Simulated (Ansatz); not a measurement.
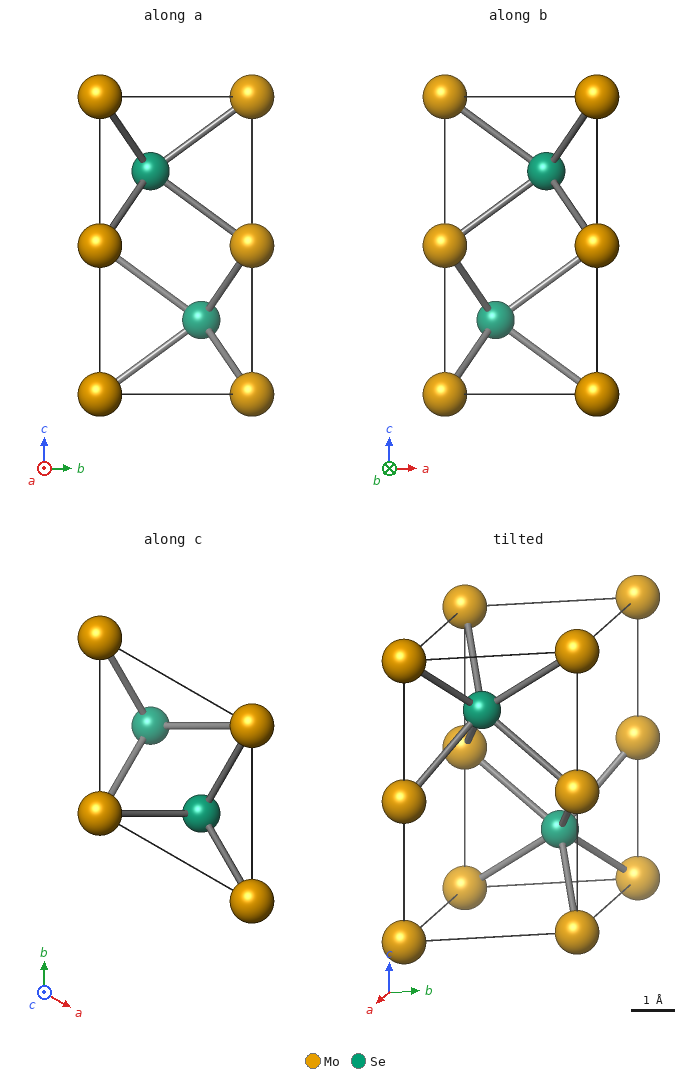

The image is a ball-and-stick drawing of a crystal, viewed along the a axis, along the b axis, along the c axis and slightly off an axis. The conventional unit cell is drawn as a box.

Lattice parameters: a = 4.151 Å, b = 4.151 Å, c = 7.036 Å, α = 90.00°, β = 90.00°, γ = 120.00°. Put a along x and b in the xy plane.

Set out the cell and atoms as a POSCAR file.

Answer.
```
Mo Se
1.0
     4.151    0.000    0.000
    -2.075    3.595    0.000
     0.000    0.000    7.036
Mo Se
2 2
Direct
  0.0000 0.0000 0.0000
  0.0000 0.0000 0.5000
  0.3333 0.6667 0.2500
  0.6667 0.3333 0.7500
```

Origin of the cell: a structure type filled with these elements by a generator (whether the compound takes this form wasn't checked). Earlier steps of the study, as a rule a relaxation of our own, may have changed the cell and positions, so they can lie some per cent off the listed ones. It was set up as input for a calculation with Ansatz.
